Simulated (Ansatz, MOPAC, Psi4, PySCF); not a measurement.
AsH3 (SMILES [AsH3]) and H4OSi (SMILES O[SiH3]) are pulled apart as rigid monomers along the line of their centres of mass, from the B3LYP-D3(BJ)/def2-TZVP minimum. Starting geometry (charge 0, multiplicity 1):
```xyz
10

As    -0.37087    -0.12669    -0.24454
H     -1.82746    -0.18720    -0.67451
H      0.14982    -0.50947    -1.62038
H     -0.25697     1.36492    -0.51510
O      0.74549    -1.33136     2.91455
Si     0.62260    -0.07275     3.97119
H      0.48654    -1.16334     1.99905
H      1.50757     1.05873     3.59256
H      1.02767    -0.59621     5.29146
H     -0.76562     0.45121     4.04750
```

Interaction energies with rigid monomers; basis-set methods are counterpoise corrected unless marked otherwise.

Frozen-core correlation. Filled d and f shells under p-block atoms count as core. Rows in LANL2DZ carry no dispersion term and start afresh at each structure. LANL2DZ brings its own core potentials from Na on. The state reached by PM3 isn't checked.

The values were computed with Ansatz (a program for electronic structure) with Gaussian orbitals; MOPAC for PM3 (differences of heats of formation); Psi4 for SAPT; PySCF for LANL2DZ rows, the dispersion terms. Each number belongs to the level named beside it.

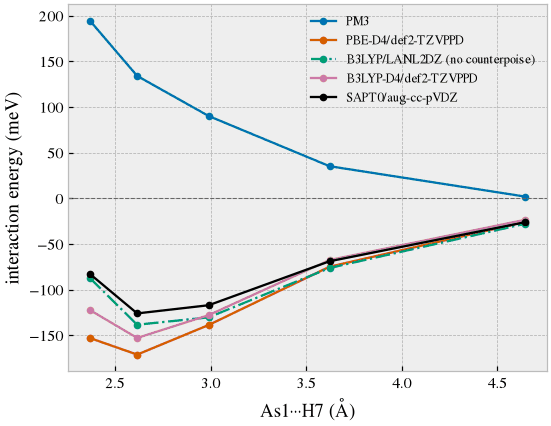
Interaction energy against separation

Which level binds most strongly at As1···H7 = 2.62, and by how much?

PBE-D4/def2-TZVPPD, -171 meV.
